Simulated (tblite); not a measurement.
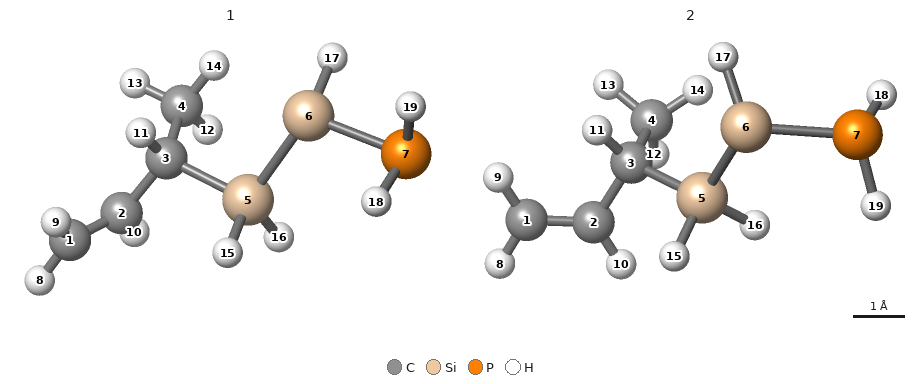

Two geometries of C$_{4}$H$_{12}$PSi$_{2}$ (multiplicity 2), drawn at one scale. One is the start of a relaxation, the other its converged end. Style: ball-and-stick. Shown at a tilt.

Computed with tblite 0.8.0, GFN2-xTB geometry optimisation, gas phase. 

Which geometry has the lower energy?

Structure 1 is the relaxed one. H18 moves most after the best rigid fit: 3.07 Å. By element the largest moves are H 3.07 Å, Si 1.03 Å, C 0.60 Å, P 0.42 Å. Some distances before and after: Si5–Si6 2.217 → 2.316 Å, C3–Si5 1.829 → 1.922 Å, P7–H18 1.456 → 1.383 Å, Si6–P7 2.198 → 2.237 Å. Among the angles between lasting bonds that change: H18–P7–H19 108.1° → 92.4°, Si6–P7–H18 109.6° → 95.6°, Si6–P7–H19 108.8° → 96.5°. Groups turn about Si6–P7 by about 130°, Si5–Si6 by about 50°, C2–C3 by about 35°. After 278 geometry steps the energy has fallen by 1.252 eV.
